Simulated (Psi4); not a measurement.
Geometry relaxation of C$_{2}$Si (charge +1) (part 3 of 3)

The same run, continued: C$_{2}$Si (Silicon dicarbide), charge +1, multiplicity 2; r2SCAN/6-31G, UKS, dispersion D4 (Psi4 1.11). The starting geometry was optimised with r2SCAN/6-31G.

What the program printed, continued
```
 ------------------------------------------------------------------------------------

	total time  =          4 seconds =       0.07 minutes

         ------------------------------------------------------------
                                   SCF GRAD
         ------------------------------------------------------------

  ==> Geometry <==

    Molecular point group: c1
    Full point group: Cs

    Geometry (in Angstrom), charge = 1, multiplicity = 2:

       Center              X                  Y                   Z               Mass
    ------------   -----------------  -----------------  -----------------  -----------------
         C            1.001963443985     1.660493744018     0.000000000000    12.000000000000
         C            0.353342988021     0.586257863150    -0.000000000000    12.000000000000
         SI          -0.581324655656    -0.963687675007     0.000000000000    27.976926534650

  Nuclear repulsion =   54.243895461401650

   => Molecular Quadrature <=

    Radial Scheme          =       TREUTLER
    Pruning Scheme         =           NONE
    Nuclear Scheme         =       TREUTLER

    Blocking Scheme        =         OCTREE
    BS radius alpha        =              1
    Pruning alpha          =              1
    Radial Points          =             75
    Spherical Points       =            302
    Total Points           =          64662
    Total Blocks           =            554
    Max Points             =            255
    Max Functions          =             30
    Weights Tolerance      =       1.00E-15

  -Total Gradient:
     Atom            X                  Y                   Z
    ------   -----------------  -----------------  -----------------
       1        0.000027451556     0.000033625690    -0.000000000000
       2       -0.000632461695    -0.001027791883     0.000000000000
       3        0.000637639284     0.001049262778     0.000000000000

	total time  =          1 seconds =       0.02 minutes

    			-----------------------------------------

    			 OPTKING 3.0: for geometry optimizations

    			        with contributions from

    			-----------------------------------------

	                            ===> Fragment 1 <==

	 Z (Atomic Numbers)          Masses                          Geom
	       6.000000            12.000000          1.89343650  3.13787841  0.00000000
	       6.000000            12.000000          0.66772148  1.10786680 -0.00000000
	      14.000000            27.976927         -1.09854439 -1.82110578  0.00000000

	 - Coordinate -           - BOHR/RAD -       - ANG/DEG -
	 R(1,2)           =         2.371355           1.254867
	 R(2,3)           =         3.420318           1.809954
	 L(1,2,3)         =         3.141032         179.967890
	 l(1,2,3)         =         3.141593         180.000000

	        --- Internal Coordinate Step in ANG or DEG, aJ/ANG or AJ/DEG ---
	-------------------------------------------------------------------------------
	           Coordinate      Previous         Force          Change          New
	           ----------      --------        ------          ------        ------
	               R(1,2)       1.25487       -0.00018       -0.00001       1.25486
	               R(2,3)       1.80995        0.00994        0.00234       1.81229
	             L(1,2,3)     179.96789        0.00000        0.00391     179.97180
	             l(1,2,3)     180.00000       -0.00000       -0.00000     180.00000
	-------------------------------------------------------------------------------

	                                 ==> Convergence Check <==

	Measures of convergence in internal coordinates in au.

	Criteria marked as inactive (o), active & met (*), and active & unmet ( ).

	----------------------------------------------------------------------------------------------
	   Step    Total Energy     Delta E     Max Force     RMS Force      Max Disp      RMS Disp
	----------------------------------------------------------------------------------------------
	  Convergence Criteria     1.00e-06 *    3.00e-04 *             o    1.20e-03 *             o
	----------------------------------------------------------------------------------------------
	     3    -365.04423675   -8.57e-05      1.21e-03      6.03e-04 o    4.42e-03      2.21e-03 o  ~
	----------------------------------------------------------------------------------------------

Next Geometry in Ang
	Fragment 1 (Ang)

	    C   1.0023471012   1.6611677802   0.0000000000
	    C   0.3537757207   0.5869108276   0.0000000000
	   Si  -0.5821410456  -0.9650146757  -0.0000000000

    Structure for next step:
    Molecular point group: c1
    Full point group: Cs

    Geometry (in Angstrom), charge = 1, multiplicity = 2:

    C            1.002598047201     1.661575680299     0.000000000000
    C            0.354026666714     0.587318727706     0.000000000000
    SI          -0.581890099572    -0.964606775610    -0.000000000000

gradient() will perform analytic gradient computation.

  ==> Geometry <==

    Molecular point group: c1
    Full point group: Cs

    Geometry (in Angstrom), charge = 1, multiplicity = 2:

       Center              X                  Y                   Z               Mass
    ------------   -----------------  -----------------  -----------------  -----------------
         C            1.002598047201     1.661575680299     0.000000000000    12.000000000000
         C            0.354026666714     0.587318727706     0.000000000000    12.000000000000
         SI          -0.581890099572    -0.964606775610    -0.000000000000    27.976926534650

  Running in c1 symmetry.

  Rotational constants: A = 14986778.78205  B =      0.19525  C =      0.19525 [cm^-1]
  Rotational constants: A = 449292324857.30988  B =   5853.34270  C =   5853.34262 [MHz]
  Nuclear repulsion =   54.201232545700051

  Charge       = 1
  Multiplicity = 2
  Electrons    = 25
  Nalpha       = 13
  Nbeta        = 12

   => Auxiliary Basis Set <=

  Basis Set: (6-31G AUX)
    Blend: CC-PVDZ-JKFIT
    Number of shells: 84
    Number of basis functions: 292
    Number of Cartesian functions: 292
    Spherical Harmonics?: false
    Max angular momentum: 3

  Cached 100.0% of DFT collocation blocks in 0.128 [GiB].

  Minimum eigenvalue in the overlap matrix is 3.5315950628E-03.
  Reciprocal condition number of the overlap matrix is 9.3201898102E-04.
    Using symmetric orthogonalization.

  ==> Iterations <==

                           Total Energy        Delta E     RMS |[F,P]|

   @DF-UKS iter   0:  -365.04343403187028   -3.65043e+02   1.48463e-04
   @DF-UKS iter   1:  -365.04423640346170   -8.02372e-04   2.10024e-05 DIIS
   @DF-UKS iter   2:  -365.04423285906483    3.54440e-06   6.93420e-05 DIIS
   @DF-UKS iter   3:  -365.04423676496270   -3.90590e-06   1.06785e-05 DIIS
   @DF-UKS iter   4:  -365.04423682539368   -6.04310e-08   2.74138e-06 DIIS
   @DF-UKS iter   5:  -365.04423683175031   -6.35663e-09   2.84643e-07 DIIS
   @DF-UKS iter   6:  -365.04423683199809   -2.47780e-10   1.50082e-07 DIIS
   @DF-UKS iter   7:  -365.04423683214429   -1.46201e-10   9.11014e-08 DIIS
   @DF-UKS iter   8:  -365.04423683215862   -1.43245e-11   1.69694e-08 DIIS
   @DF-UKS iter   9:  -365.04423683215919   -5.68434e-13   4.95548e-09 DIIS
  Energy and wave function converged.

  ==> Post-Iterations <==

   Electrons on quadrature grid:
      Nalpha   =   12.9999998911 ; deviation = -1.089e-07
      Nbeta    =   11.9999998285 ; deviation = -1.715e-07
      Ntotal   =   24.9999997197 ; deviation = -2.803e-07

   @Spin Contamination Metric:   1.095667531E-01
   @S^2 Expected:                7.500000000E-01
   @S^2 Observed:                8.595667531E-01
   @S   Expected:                5.000000000E-01
   @S   Observed:                5.000000000E-01

    Orbital Energies [Eh]
    ---------------------

    Alpha Occupied:

       1A    -66.190819     2A    -10.411816     3A    -10.316744
       4A     -5.555732     5A     -3.899686     6A     -3.899686
       7A     -3.892209     8A     -1.001524     9A     -0.788930
      10A     -0.626842    11A     -0.545363    12A     -0.545363
      13A     -0.531195

    Alpha Virtual:

      14A     -0.394781    15A     -0.394781    16A     -0.220401
      17A     -0.220401    18A     -0.144016    19A     -0.040879
      20A      0.069692    21A      0.071871    22A      0.071871
      23A      0.199060    24A      0.335807    25A      0.335807
      26A      0.402258    27A      0.459410    28A      0.459411
      29A      0.558777    30A      0.730473    31A      1.037824

    Beta Occupied:

       1A    -66.191083     2A    -10.385450     3A    -10.318103
       4A     -5.556024     5A     -3.900550     6A     -3.900550
       7A     -3.891714     8A     -0.976822     9A     -0.785351
      10A     -0.543424    11A     -0.527953    12A     -0.527953

    Beta Virtual:

      13A     -0.420711    14A     -0.383694    15A     -0.383694
      16A     -0.188972    17A     -0.188972    18A     -0.143092
      19A     -0.041829    20A      0.072704    21A      0.072704
      22A      0.080873    23A      0.237685    24A      0.360358
      25A      0.360358    26A      0.478565    27A      0.478565
      28A      0.505033    29A      0.589116    30A      0.727554
      31A      1.064631

    Final Occupation by Irrep:
              A
    DOCC [    12 ]
    SOCC [     1 ]
    NA   [    13 ]
    NB   [    12 ]

  @DF-UKS Final Energy:  -365.04423683215919

   => Energetics <=

    Nuclear Repulsion Energy =             54.2012325457000514
    One-Electron Energy =                -602.7516815122828575
    Two-Electron Energy =                 214.6954235248092004
    DFT Exchange-Correlation Energy =     -31.1887891155456352
    Empirical Dispersion Energy =          -0.0004222748398728
    VV10 Nonlocal Energy =                  0.0000000000000000
    Total Energy =                       -365.0442368321591857

  UHF NO Occupations:
  HONO-2 :   11  A 1.9726939
  HONO-1 :   12  A 1.9726939
  HONO-0 :   13  A 1.0000000
  LUNO+0 :   14  A 0.0273061
  LUNO+1 :   15  A 0.0273061
  LUNO+2 :   16  A 0.0006712
  LUNO+3 :   17  A 0.0002018

Computation Completed

Properties will be evaluated at   0.000000,   0.000000,   0.000000 [a0]

Properties computed using the SCF density matrix

 Multipole Moments:

 ------------------------------------------------------------------------------------
     Multipole            Electronic (a.u.)      Nuclear  (a.u.)        Total (a.u.)
 ------------------------------------------------------------------------------------

 L = 1.  Multiply by 2.5417464519 to convert [e a0] to [Debye]
 Dipole X            :         -0.1957568           -0.0126859           -0.2084428
 Dipole Y            :         -0.3249616           -0.0210296           -0.3459912
 Dipole Z            :          0.0000000           -0.0000000            0.0000000
 Magnitude           :                                                    0.4039286

 ------------------------------------------------------------------------------------

	total time  =          5 seconds =       0.08 minutes

         ------------------------------------------------------------
                                   SCF GRAD
         ------------------------------------------------------------

  ==> Geometry <==

    Molecular point group: c1
    Full point group: Cs

    Geometry (in Angstrom), charge = 1, multiplicity = 2:

       Center              X                  Y                   Z               Mass
    ------------   -----------------  -----------------  -----------------  -----------------
         C            1.002598047201     1.661575680299     0.000000000000    12.000000000000
         C            0.354026666714     0.587318727706     0.000000000000    12.000000000000
         SI          -0.581890099572    -0.964606775610    -0.000000000000    27.976926534650

  Nuclear repulsion =   54.201232545700051

   => Molecular Quadrature <=

    Radial Scheme          =       TREUTLER
    Pruning Scheme         =           NONE
    Nuclear Scheme         =       TREUTLER

    Blocking Scheme        =         OCTREE
    BS radius alpha        =              1
    Pruning alpha          =              1
    Radial Points          =             75
    Spherical Points       =            302
    Total Points           =          64662
    Total Blocks           =            554
    Max Points             =            255
    Max Functions          =             30
    Weights Tolerance      =       1.00E-15

  -Total Gradient:
     Atom            X                  Y                   Z
    ------   -----------------  -----------------  -----------------
       1        0.000028558398     0.000036912186     0.000000000000
       2       -0.000095561296    -0.000140044255     0.000000000000
       3        0.000099091503     0.000157194769    -0.000000000000

	total time  =          0 seconds =       0.00 minutes

    			-----------------------------------------

    			 OPTKING 3.0: for geometry optimizations

    			        with contributions from

    			-----------------------------------------

	                            ===> Fragment 1 <==

	 Z (Atomic Numbers)          Masses                          Geom
	       6.000000            12.000000          1.89463572  3.13992297  0.00000000
	       6.000000            12.000000          0.66901344  1.10987154  0.00000000
	      14.000000            27.976927         -1.09961292 -1.82284262 -0.00000000

	 - Coordinate -           - BOHR/RAD -       - ANG/DEG -
	 R(1,2)           =         2.371341           1.254860
	 R(2,3)           =         3.424741           1.812295
	 L(1,2,3)         =         3.141100         179.971798
	 l(1,2,3)         =         3.141593         180.000000

	        --- Internal Coordinate Step in ANG or DEG, aJ/ANG or AJ/DEG ---
	-------------------------------------------------------------------------------
	           Coordinate      Previous         Force          Change          New
	           ----------      --------        ------          ------        ------
	               R(1,2)       1.25486       -0.00021       -0.00002       1.25484
	               R(2,3)       1.81229        0.00136        0.00032       1.81262
	             L(1,2,3)     179.97180        0.00000        0.00309     179.97489
	             l(1,2,3)     180.00000        0.00000        0.00000     180.00000
	-------------------------------------------------------------------------------

	                                 ==> Convergence Check <==

	Measures of convergence in internal coordinates in au.

	Criteria marked as inactive (o), active & met (*), and active & unmet ( ).

	----------------------------------------------------------------------------------------------
	   Step    Total Energy     Delta E     Max Force     RMS Force      Max Disp      RMS Disp
	----------------------------------------------------------------------------------------------
	  Convergence Criteria     1.00e-06 *    3.00e-04 *             o    1.20e-03 *             o
	----------------------------------------------------------------------------------------------
	     4    -365.04423683   -8.29e-08 *    1.65e-04 *    8.36e-05 o    6.10e-04 *    3.07e-04 o  ~
	----------------------------------------------------------------------------------------------

Next Geometry in Ang
	Fragment 1 (Ang)

	    C   1.0026343671   1.6616660525   0.0000000000
	    C   0.3541077956   0.5874021699  -0.0000000000
	   Si  -0.5820075484  -0.9647805901  -0.0000000000

    Final optimized geometry and variables:
    Molecular point group: c1
    Full point group: Cs

    Geometry (in Angstrom), charge = 1, multiplicity = 2:

    C            1.002598047201     1.661575680299     0.000000000000
    C            0.354026666714     0.587318727706     0.000000000000
    SI          -0.581890099572    -0.964606775610    -0.000000000000

    Psi4 run time: 0:00:24.72

[set-up sections that repeat, and orbital energies of the middle runs, are left out above]
```

Standard output
```
Optimizer: Optimization complete!
```

Trajectory as extended XYZ (Å, eV, eV/Å), 4 frames, from step=0 to step=3
```
3
Properties=species:S:1:pos:R:3:forces:R:3 step=0 energy=-9933.18233
C     1.1945    1.3968    0.7838   -1.4310  -2.9093  -1.0644
C     0.6468    0.2831    0.3764    2.3462   4.7730   1.7454
Si   -0.0777   -1.1927   -0.1628   -0.9180  -1.8694  -0.6831
3
Properties=species:S:1:pos:R:3:forces:R:3 step=1 energy=-9933.35739
C     1.1926    1.3930    0.7824    0.0445   0.0912   0.0331
C     0.6670    0.3242    0.3914    0.1085   0.2198   0.0806
Si   -0.0855   -1.2087   -0.1686   -0.1540  -0.3132  -0.1146
3
Properties=species:S:1:pos:R:3:forces:R:3 step=2 energy=-9933.35972
C     1.1959    1.3998    0.7848   -0.0012  -0.0017  -0.0008
C     0.6698    0.3298    0.3935    0.0264   0.0526   0.0195
Si   -0.0881   -1.2140   -0.1706   -0.0266  -0.0537  -0.0198
3
Properties=species:S:1:pos:R:3:forces:R:3 step=3 energy=-9933.35973
C     1.1964    1.4008    0.7852   -0.0012  -0.0019  -0.0008
C     0.6704    0.3309    0.3939    0.0040   0.0072   0.0029
Si   -0.0886   -1.2149   -0.1709   -0.0042  -0.0080  -0.0031
```

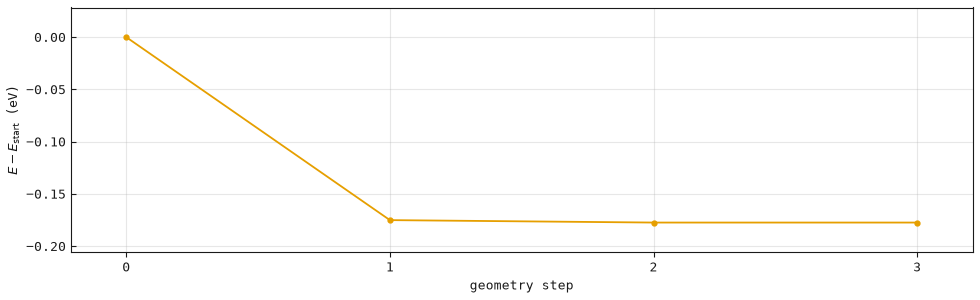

Figure 1. Progress of the relaxation, step by step (steps are counted from 0).

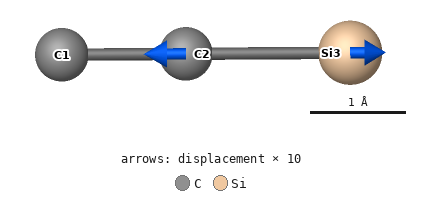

Figure 2. The starting structure with the displacements as blue arrows, magnified 10 times (ball-and-stick view, seen at a tilt). The two geometries are laid on each other by the best rigid fit. The largest move after the best rigid fit is that of C2, 0.044 Å. By element the largest moves are C 0.044 Å, Si 0.038 Å. Among the contacts that change: C2–Si3 1.730 → 1.812 Å, C1–C2 1.306 → 1.255 Å. After 3 geometry steps the energy has fallen by 0.177 eV. Largest force component: 4.8 eV/Å at the start, 0.008 eV/Å at the end. (Atoms are counted from 1 in the order of the input.)

This output came from the following input.

The input (input.in)
```
memory 1.6 GB

molecule {
  1 2
  C      1.194485     1.396777     0.783760
  C      0.646839     0.283124     0.376402
  Si    -0.077659    -1.192686    -0.162761
  symmetry c1
}

set {
  basis 6-31G
  reference uks
}

result, w = optimize('r2scan-d4', return_wfn=True)
```

Command:
```bash
psi4 -n 1 input.in input.out
```

Key numbers

- outcome: converged
- total energy: −365.044237 hartree
- dispersion energy: −0.000422 hartree
- ⟨S²⟩: 0.860
- hardware: 1 thread of Intel Xeon @ 2.90GHz (Ice Lake), 192 GiB of memory available, shared host
- wall time: 26 s
- peak memory: 0.35 GiB

Notes

The record of the run, not the program, notes: spin contaminated. ⟨S²⟩ is 0.86 against 0.75 for a pure state: the solution is spin-contaminated.
